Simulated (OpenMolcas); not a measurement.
Excited-state calculation of Si3H8 (part 4 of 4)

The same run, continued: Si3H8; CASPT2/ANO-R1, sfX2C (OpenMolcas 26.06). The geometry comes from this level: PBE0-D4/def2-TZVP.

Geometry of the input (Å):
```
Si -1.2926  1.3667  -0.5253
Si -0.4626  -0.8073  -0.2963
Si 1.6319  -0.7744  0.7428
H  -2.6258  1.3677  -1.1851
H  -0.3540  2.1804  -1.3441
H  -1.4225  2.0001  0.8146
H  -0.3434  -1.4402  -1.6402
H  -1.4104  -1.6208  0.5164
H  1.5159  -0.1549  2.0904
H  2.5838  0.0318  -0.0680
H  2.1796  -2.1492  0.8948
```

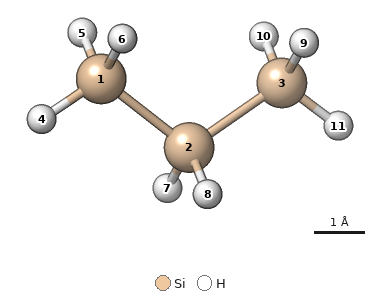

The structure (ball-and-stick view, seen at a tilt; atoms are numbered from 1 in the order of the input).

### Log, continued
```
--------------------------------------------------------------------------------
 CI COEFFICIENTS LARGER THAN  5.00E-02
  Occupation of active orbitals, and spin coupling
  of open shells. (u,d: Spin up or down).
  SGUGA info is (Midvert:IsyUp:UpperWalk/LowerWalk)
        Conf  SGUGA info        Occupation     Coefficient         Weight
           1  ( 1:1:   1/   1)   2222200000      -0.977957       0.956401
          27  ( 3:1:   1/   1)   2222020000       0.051140       0.002615
         253  ( 4:1:   2/   1)   222uud0d00       0.051482       0.002650

  The CI coefficients for the MIXED state nr.   2
--------------------------------------------------------------------------------
 CI COEFFICIENTS LARGER THAN  5.00E-02
  Occupation of active orbitals, and spin coupling
  of open shells. (u,d: Spin up or down).
  SGUGA info is (Midvert:IsyUp:UpperWalk/LowerWalk)
        Conf  SGUGA info        Occupation     Coefficient         Weight
           2  ( 2:1:   1/   1)   2222ud0000      -0.887238       0.787191
           4  ( 2:1:   3/   1)   2222u00d00       0.057085       0.003259
           7  ( 2:1:   1/   2)   222u2d0000       0.178767       0.031958
           9  ( 2:1:   3/   2)   222u200d00       0.342531       0.117328
          42  ( 3:1:   1/   2)   222ud20000       0.057347       0.003289
          87  ( 3:1:   1/   5)   u222d20000      -0.055302       0.003058

  The CI coefficients for the MIXED state nr.   3
--------------------------------------------------------------------------------
 CI COEFFICIENTS LARGER THAN  5.00E-02
  Occupation of active orbitals, and spin coupling
  of open shells. (u,d: Spin up or down).
  SGUGA info is (Midvert:IsyUp:UpperWalk/LowerWalk)
        Conf  SGUGA info        Occupation     Coefficient         Weight
           2  ( 2:1:   1/   1)   2222ud0000      -0.174377       0.030407
           4  ( 2:1:   3/   1)   2222u00d00      -0.241051       0.058106
           7  ( 2:1:   1/   2)   222u2d0000      -0.899964       0.809934
           9  ( 2:1:   3/   2)   222u200d00       0.057424       0.003298
          27  ( 3:1:   1/   1)   2222020000       0.124390       0.015473
          45  ( 3:1:   4/   2)   222udu0d00       0.078872       0.006221
         147  ( 3:1:   1/   9)   u22d220000       0.065570       0.004299
         153  ( 3:1:   7/   9)   u22d2u00d0      -0.069287       0.004801
         253  ( 4:1:   2/   1)   222uud0d00       0.109239       0.011933
         358  ( 5:1:   7/   1)   222u0d0200      -0.051253       0.002627

--

--- Stop Module: caspt2 /rc=_RC_ALL_IS_WELL_ ---
--- Module caspt2 spent 2 minutes 6 seconds ---

--- Start Module: rassi ---

                                               &RASSI

                       available to each process: 1.9 GB of memory, 1 thread

      ********************************************************************************
      *                             General data section                             *
      ********************************************************************************

   Specific data for JOBIPH file JOBMIX
   -------------------------------------

   Header from SEWARD:

   CASSCF title (first line only):
       (No title given)

  STATE IRREP:                1
  SPIN MULTIPLICITY:          1
  ACTIVE ELECTRONS:          10
  MAX RAS1 HOLES:             0
  MAX RAS3 ELECTRONS:         0
  NR OF CONFIG:           19404
 ###############################################################################
 ###    WARNING: EJOB used when HEFF is available, possible                  ###
 ###    extra interaction between states is ignored!                         ###
 ###############################################################################

   The following data are common to all the states:
   ------------------------------------------------
   (note: frozen counts as inactive, deleted as secondary)

      Nr of irreps: 1

                 Total     No./Irrep
      Irrep                  1
                             a

      INACTIVE      20      20
      ACTIVE        10      10
      SECONDARY     64      64
      BASIS         94      94

      RAS1           0       0
      RAS2          10      10
      RAS3           0       0

        MATRIX ELEMENTS WILL BE COMPUTED FOR THE FOLLOWING ONE-ELECTRON OPERATORS, UNLESS ZERO BY SYMMETRY.
   (Herm=Hermitian, Anti=Antihermitian, Sing=Singlet operator, Trip=Triplet operator)
     MLTPL  0   1 (HERMSING)     MLTPL  1   1 (HERMSING)     MLTPL  1   2 (HERMSING)
     MLTPL  1   3 (HERMSING)     MLTPL  2   1 (HERMSING)     MLTPL  2   2 (HERMSING)
     MLTPL  2   3 (HERMSING)     MLTPL  2   4 (HERMSING)     MLTPL  2   5 (HERMSING)
     MLTPL  2   6 (HERMSING)     VELOCITY   1 (ANTISING)     VELOCITY   2 (ANTISING)
     VELOCITY   3 (ANTISING)     ANGMOM     1 (ANTISING)     ANGMOM     2 (ANTISING)
     ANGMOM     3 (ANTISING)     MLTPV  2   1 (ANTISING)     MLTPV  2   2 (ANTISING)
     MLTPV  2   3 (ANTISING)     MLTPV  2   4 (ANTISING)     MLTPV  2   5 (ANTISING)
     MLTPV  2   6 (ANTISING)

       EIGENSTATES OF A SPIN-FREE HAMILTONIAN WILL BE COMPUTED BASED ON:

  a Hamiltonian matrix assumed to be diagonal with energies read from the wavefunction file(s).

  Nr of states:                    3

   State:        1   2   3
  JobIph:        1   1   1
 Root nr:        1   2   3

  HAMILTONIAN MATRIX FOR THE ORIGINAL STATES:

  Diagonal, with energies
   -873.70670888   -873.42562973   -873.39884969

      OVERLAP MATRIX FOR THE ORIGINAL STATES:

  Diagonal, with elements
      1.00000000      1.00000000      1.00000000

::    RASSI State    1     Total energy:    -873.70670888401651
::    RASSI State    2     Total energy:    -873.42562973442841
::    RASSI State    3     Total energy:    -873.39884969348191

      ****************************************************************************************************
      *                                         Spin-free section                                        *
      *                 Note: index according to input order, order according to energy.                 *
      ****************************************************************************************************

  SPIN-FREE ENERGIES:
  (Shifted by EMIN (a.u.) =       -873.7067088840)

 SF State       Relative EMIN(au)   Rel lowest level(eV)    D:o, cm**(-1)

     1             0.0000000000        0.0000000000              0.0000
     2             0.2810791496        7.6485533051          61689.7427
     3             0.3078591905        8.3772753430          67567.2824

++ Dipole transition strengths (spin-free states):
   -----------------------------------------------
     for osc. strength at least  1.00000000E-05

      From   To        Osc. strength     Einstein coefficients Ax, Ay, Az (sec-1)    Total A (sec-1)
     -----------------------------------------------------------------------------------------------
         1    2       3.25720149E-01  4.91645315E+08  2.47503030E+08  8.76750753E+07  8.26823421E+08
         1    3       5.84539283E-03  6.02241969E+06  1.14379198E+07  3.40022379E+05  1.78003619E+07
         2    3       7.94005345E-03  1.19981505E+05  4.47851441E+04  1.81936166E+04  1.82960266E+05
     -----------------------------------------------------------------------------------------------
--

++ Velocity transition strengths (spin-free states):
   -------------------------------------------------
     for osc. strength at least  1.00000000E-05

      From   To        Osc. strength     Einstein coefficients Ax, Ay, Az (sec-1)    Total A (sec-1)
     -----------------------------------------------------------------------------------------------
         1    2       3.08336653E-01  4.55934261E+08  2.41132056E+08  8.56300155E+07  7.82696333E+08
         1    3       1.45780142E-02  1.28999969E+07  3.12364984E+07  2.56402764E+05  4.43928981E+07
         2    3       2.54933101E-02  3.91151086E+05  1.42663736E+05  5.36198631E+04  5.87434685E+05
     -----------------------------------------------------------------------------------------------
--

++ Length and velocity gauge comparison (spin-free states):
   --------------------------------------------------------

 --------------------------------------------------
 A comparison between the dipole oscillator strengths in
 length and velocity gauge will be performed

     All dipole oscillator differences above the tolerance of   1.00000000E-01  will be printed

 Due to basis set deficiency these oscillator may be problematic

 The tolerance is defined as ABS(1-O_l/O_v)
 O_l : dipole oscillator strength in length gauge
 O_p : dipole oscillator strength in velocity gauge
 --------------------------------------------------

  Problematic transitions have been found

      From   To       Difference (%) Osc. st. (len.) Osc. st. (vel.)
     ---------------------------------------------------------------
         1    3            59.902681  5.84539283E-03  1.45780142E-02
         2    3            68.854364  7.94005345E-03  2.54933101E-02
     ---------------------------------------------------------------

 Number of problematic transitions =                     2

--

 Electric-dipole - electric-octupole not included
 Electric-dipole - magnetic-quadrupole not included

      ****************************************************************************************************
      *                                    Special properties section                                    *
      ****************************************************************************************************

--- Stop Module: rassi /rc=_RC_ALL_IS_WELL_ ---

.##################.
.# Happy landing! #.
.##################.

    Timing: Wall=153.42 User=146.58 System=6.78
```

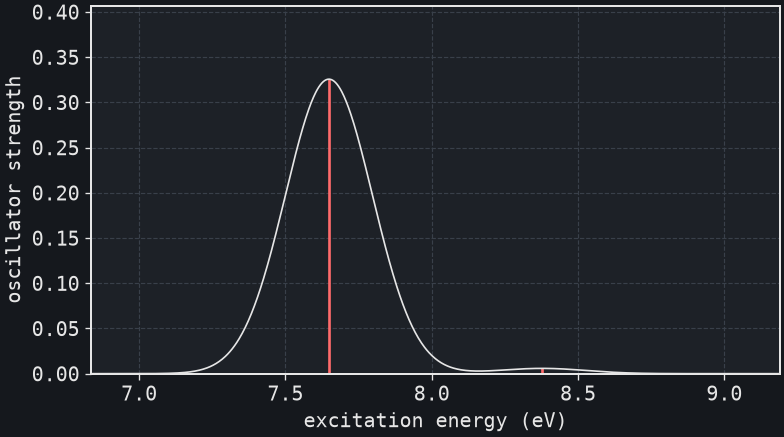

Computed excitations as sticks (degenerate states added up, dark ones marked on the axis), with a Gaussian envelope of 0.35 eV full width at half maximum, scaled to the tallest. Of the 2 states the lowest lies at 7.65 eV (f = 0.326); the strongest line is at 7.65 eV, or 162 nm (f = 0.326).

### Results in brief

| quantity | value |
| --- | --- |
| outcome | converged |
| total energy | −873.706709 hartree |
| CASSCF energy | −873.331083 hartree |
| basis functions | 94 |
| lowest singlet excitation | 7.65 eV |
| hardware | 1 thread of Intel Xeon @ 2.50GHz (Skylake/Cascade Lake), 192 GiB of memory available, shared host |
| wall time | 2.6 min |
| peak memory | 0.11 GiB |
